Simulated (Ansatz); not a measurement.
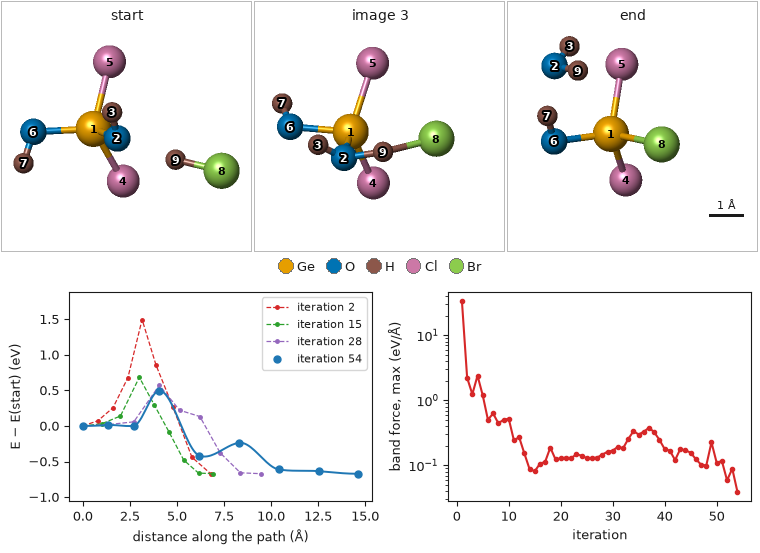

NEB run on GeH3O2BrCl2. Images are numbered from 0 (start) to 8 (end). The plot follows the band through its iterations. A ball-and-stick model, seen at a tilt.

Computed with RKS PBE/def2-SVP (Ansatz). Set-up: 7 movable images; climbing image; force threshold 0.05 eV/Å; iteration limit 60; starting path through a guess of the saddle point.

### Judge this run.

The run is converged, with reservations. The band converged in 54 iterations. The largest component of the band force went from 34 to 0.039 eV/Å. The climbing image converged on the top of the path. Its vibrational analysis gives one imaginary mode (428i cm⁻¹), as a transition state must have. The first iteration put the highest image at 4.38 eV. The highest point, image 3, lies 0.50 eV above the start and 1.17 eV above the end; the end is at −0.67 eV relative to the start. The profile has 3 maxima (images 1, 3, 5) with a dip at image 4 (−0.42 eV), so the process runs in steps.
